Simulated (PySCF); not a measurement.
```xyz
2

Pb    0.0000    0.0000   -0.1419
N     0.0000    0.0000    2.1071
```

Core potentials replace the inner electrons of Pb.

Theory: PySCF 2.14.0, PBE0/def2-SVP, non-relativistic Hamiltonian with scalar-relativistic core potentials where named, at a bond length of 2.249 Å.

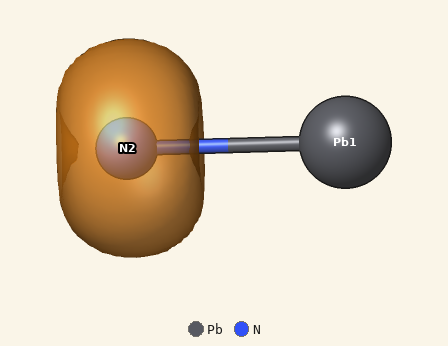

PbN (charge +1, triplet). Isosurfaces of the spin density at +0.08 (orange) and −0.08 e/Å³ (purple), seen from one side.

Q: Which atoms carry the spin?

A: The unpaired spin (2 electrons) lies mostly on N2 (about 1.9) and Pb1 (about 0.1), in electrons by Hirshfeld's partition. Only one sign reaches the isovalue.
